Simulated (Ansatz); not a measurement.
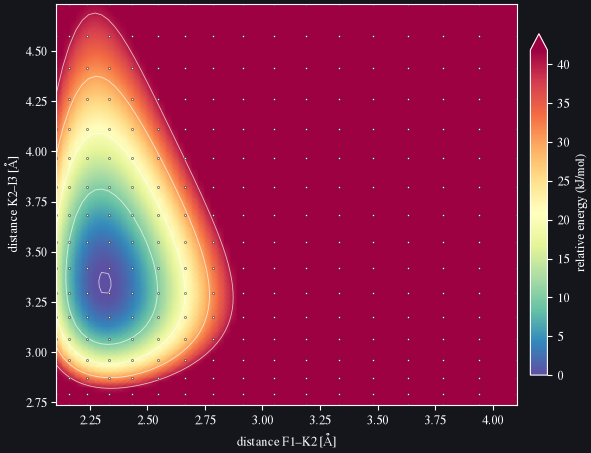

The system F⁻ + KI. 
- First axis: distance F1–K2. Second axis: distance K2–I3.
- Nothing is relaxed (the angle F1–K2–I3 is fixed at 140 degrees).
- Grid: 17 × 17 points.
- Points are written as (first, second).
- Energies: kJ/mol, counted from the lowest grid point.
- These are results of RKS PBE0-D4/def2-SVPD in Ansatz, not measurements.

Drawn: a smooth colour map with a few white contour lines, dots at the grid points, one colour for all values above the top of the scale. Between grid points the surface is interpolated.

Where is the minimum, and how stiff is the well along each coordinate?

Answer. The interpolated minimum is at distance F1–K2 ≈ 2.315 Å, distance K2–I3 ≈ 3.344 Å. The curvatures there are about 5.7 eV/Å² and 1.6 eV/Å², with a cross term of about 0.3 eV/Å². Round the minimum the two coordinates are weakly coupled (coupling 0.09 in units of the two stiffnesses). (1 eV is 96.5 kJ/mol.)
